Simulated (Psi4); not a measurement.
**CCSD/cc-pVTZ run of NClO (nitrosyl chloride)**

Aim: the vertical ionisation energy of NClO (nitrosyl chloride) at CCSD/cc-pVTZ, from 2 runs. 

The results are computed with Psi4 1.11.

8 further runs of the same task are left out: 8 that didn't finish.

### 1 The structure to begin with

NClO has 3 atoms, charge 0, and is taken as a singlet. SMILES: `O=NCl`. The shape is that of a PBE0-D4/def2-TZVP optimisation.

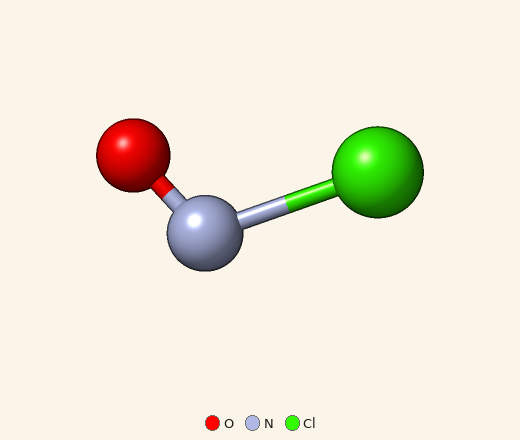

The structure, seen from a chosen angle (oxygen red, nitrogen light blue, chlorine green).

### 2 The energy at CCSD/cc-pVTZ

The input, job.py:

```python
import psi4

psi4.set_memory('2200 MB')
psi4.set_num_threads(1)
psi4.set_output_file('psi4.out', False)

geom = psi4.geometry("""
0 1
O      1.000080    -0.338330     0.513880
N      0.052050    -0.599550    -0.035840
Cl    -1.052130     0.937900    -0.478040
symmetry c1
""")

psi4.set_options({
    'basis': 'cc-pVTZ',
    'reference': 'rhf',
    'puream': True,
    'e_convergence': 1e-09,
    'd_convergence': 1e-08,
    'scf_type': 'pk',
    'num_frozen_docc': 7,
})

energy_value, wavefunction = psi4.energy('ccsd', return_wfn=True)
print(f'total energy {energy_value:.8f} hartree = {energy_value * 27.211386:.5f} eV')
for k, v in sorted(psi4.core.scalar_variables().items()):
    print(f'{k:45s} {v:18.10f}')
```

On the command line:

```console
$ python job.py
```

psi4.out, shortened:

```text
[...]
  Running in c1 symmetry.
[...]
  Nuclear repulsion =   86.249462462367376
[...]
  Multiplicity = 1
[...]
  Nalpha       = 16
  Nbeta        = 16
[...]
    Number of basis functions: 94
[...]
   @RHF iter   1:  -588.69768750153867   -6.10452e-01   4.21726e-03 ADIIS/DIIS
[...]
   @RHF iter  13:  -588.76945303352147   -2.43290e-11   9.03440e-09 DIIS
[...]
    Orbital Energies [Eh]
    ---------------------
    Doubly Occupied:
       1A   -104.832806     2A    -20.751323     3A    -15.846185
       4A    -10.557185     5A     -8.023491     6A     -8.021729
       7A     -8.021612     8A     -1.691445     9A     -1.109717
      10A     -0.963145    11A     -0.775446    12A     -0.763875
      13A     -0.729856    14A     -0.458705    15A     -0.458210
      16A     -0.428201
[...]
  @RHF Final Energy:  -588.76945303352147
   => Energetics <=
    Nuclear Repulsion Energy =             86.2494624623673758
    One-Electron Energy =                -983.1719655363659740
    Two-Electron Energy =                 308.1530500404770692
    Total Energy =                       -588.7694530335214722
[...]
 Multipole Moments:
 ------------------------------------------------------------------------------------
     Multipole            Electronic (a.u.)      Nuclear  (a.u.)        Total (a.u.)
 ------------------------------------------------------------------------------------
 L = 1.  Multiply by 2.5417464519 to convert [e a0] to [Debye]
 Dipole X            :         -0.2258426            0.7519124            0.5260698
 Dipole Y            :          0.0554262           -0.5940577           -0.5386315
 Dipole Z            :         -0.0000000            0.0000000           -0.0000000
 Magnitude           :                                                    0.7529099
[...]
      * MP2 total energy                      = -589.400763886779032
[...]
      * CCSD total energy                     = -589.407752332861378
```

Standard output:

```text
total energy -589.40775233 hartree = -16038.60186 eV
CC D1 DIAGNOSTIC                                    0.0604837665
CC D2 DIAGNOSTIC                                    0.1978369873
CC NEW D1 DIAGNOSTIC                                0.0604837665
CC T1 DIAGNOSTIC                                    0.0208241986
CCSD CORRELATION ENERGY                            -0.6382992993
CCSD DOUBLES ENERGY                                -0.6382992993
CCSD ITERATIONS                                    19.0000000000
CCSD OPPOSITE-SPIN CORRELATION ENERGY              -0.4953096407
CCSD SAME-SPIN CORRELATION ENERGY                  -0.1429896587
CCSD SINGLES ENERGY                                 0.0000000000
CCSD TOTAL ENERGY                                -589.4077523329
CURRENT CORRELATION ENERGY                         -0.6382992993
CURRENT ENERGY                                   -589.4077523329
CURRENT REFERENCE ENERGY                         -588.7694530335
DD SOLVATION ENERGY                                 0.0000000000
HF KINETIC ENERGY                                 588.5464876860
HF POTENTIAL ENERGY                             -1177.3159407195
HF TOTAL ENERGY                                  -588.7694530335
HF VIRIAL RATIO                                     2.0003788407
MP2 CORRELATION ENERGY                             -0.6313108533
MP2 DOUBLES ENERGY                                 -0.6313108533
MP2 OPPOSITE-SPIN CORRELATION ENERGY               -0.4668498575
MP2 SAME-SPIN CORRELATION ENERGY                   -0.1644609958
MP2 SINGLES ENERGY                                 -0.0000000000
MP2 TOTAL ENERGY                                 -589.4007638868
NUCLEAR REPULSION ENERGY                           86.2494624624
ONE-ELECTRON ENERGY                              -983.1719655364
PCM POLARIZATION ENERGY                             0.0000000000
PE ENERGY                                           0.0000000000
SCF ITERATION ENERGY                             -588.7694530335
SCF ITERATIONS                                     13.0000000000
SCF TOTAL ENERGY                                 -588.7694530335
TWO-ELECTRON ENERGY                               308.1530500405
```

Run time: 65 s. Hardware: 1 thread of Intel Xeon at 2.50GHz (Skylake/Cascade Lake), shared host; peak memory 0.75 GiB.

### 3 The doublet cation at the same level

The input, clno.in:

```
memory 2200 MB

molecule geom {
  1 2
  O
  N 1 R2
  Cl 2 R3 1 A3

  R2 = 1.126583
  R3 = 1.943838
  A3 = 113.93011
  symmetry c1
  no_reorient
  no_com
}

set reference uhf
set puream true
set e_convergence 1e-09
set d_convergence 1e-08
set scf_type pk
set num_frozen_docc 7
set maxiter 100

energy("ccsd/cc-pVTZ")
print_variables()
```

On the command line:

```console
$ psi4 clno.in clno.out -n 1
```

clno.out, shortened:

```text
[...]
  Running in c1 symmetry.
[...]
  Nuclear repulsion =   86.249460500242350
[...]
  Multiplicity = 2
[...]
  Nalpha       = 16
  Nbeta        = 15
[...]
    Number of basis functions: 94
[...]
   @UHF iter   1:  -588.19880363345385   -1.11569e-01   5.95454e-03 DIIS/ADIIS
[...]
   @UHF iter  28:  -588.39790724155614   -5.00222e-12   6.33844e-09 DIIS
[...]
   @S^2 Observed:                9.845808642E-01
[...]
    Orbital Energies [Eh]
    ---------------------
    Alpha Occupied:
       1A   -105.172659     2A    -21.152413     3A    -16.161202
       4A    -10.892963     5A     -8.373429     6A     -8.353504
       7A     -8.353337     8A     -2.053094     9A     -1.445305
      10A     -1.307953    11A     -1.153672    12A     -1.098274
      13A     -1.094162    14A     -0.802521    15A     -0.762898
      16A     -0.762009
    Alpha Virtual:
      17A     -0.253153    18A     -0.217677    19A      0.100768
      20A      0.212080    21A      0.253420    22A      0.261995
      23A      0.294267    24A      0.297078    25A      0.306694
[...]
  @UHF Final Energy:  -588.39790724155614
   => Energetics <=
    Nuclear Repulsion Energy =             86.2494605002423498
    One-Electron Energy =                -972.7224831596886361
    Two-Electron Energy =                 298.0751154178901174
    Total Energy =                       -588.3979072415561404
  UHF NO Occupations:
  HONO-2 :   14  A 1.9511957
  HONO-1 :   15  A 1.9341601
[...]
 Multipole Moments:
 ------------------------------------------------------------------------------------
     Multipole            Electronic (a.u.)      Nuclear  (a.u.)        Total (a.u.)
 ------------------------------------------------------------------------------------
 L = 1.  Multiply by 2.5417464519 to convert [e a0] to [Debye]
 Dipole X            :          0.0701060           -0.7528396           -0.6827336
 Dipole Y            :         -0.0970645            0.5928822            0.4958177
 Dipole Z            :          0.0000000            0.0000000            0.0000000
 Magnitude           :                                                    0.8437775
[...]
      * MP2 total energy                      = -588.967550196082811
[...]
      * CCSD total energy                     = -589.002149392270780
[...]
```

Wall time 3.3 min (1 thread of Intel Xeon at 2.50GHz (Skylake/Cascade Lake), shared host); peak memory 0.81 GiB.

### 4 Results

Level: CCSD/cc-pVTZ, 7 core orbitals frozen.

```
                                                                  quantity          value
                                                singlet NClO: total energy  -589.40775 Eh
                         singlet NClO: HOMO energy (Hartree–Fock orbitals)      -11.65 eV
                         singlet NClO: LUMO energy (Hartree–Fock orbitals)        1.28 eV
                       singlet NClO: HOMO–LUMO gap (Hartree–Fock orbitals)       12.93 eV
                 singlet NClO: correlation energy (7 core orbitals frozen)     -638.3 mEh
                                               singlet NClO: T1 diagnostic          0.021
                                              doublet cation: total energy  -589.00215 Eh
doublet cation: HOMO energy (Hartree–Fock orbitals) (highest over α and β)      -20.34 eV
 doublet cation: LUMO energy (Hartree–Fock orbitals) (lowest over α and β)       -8.66 eV
               doublet cation: correlation energy (7 core orbitals frozen)     -604.2 mEh
                         doublet cation: ⟨S²⟩ of the reference determinant          0.985
                                             doublet cation: T1 diagnostic          0.066
                        vertical ionisation energy (to the doublet cation)      11.037 eV
```

Removing an electron at fixed nuclei costs 11.04 eV (255 kcal/mol). The T1 diagnostic (singlet NClO) of 0.021 is above the customary mark for such species, so a single reference may not serve. ⟨S²⟩ (doublet cation) is 0.98 where a pure doublet has 0.75: the reference is spin-contaminated. The T1 diagnostic (doublet cation) of 0.066 is above the customary mark for such species, so a single reference may not serve.
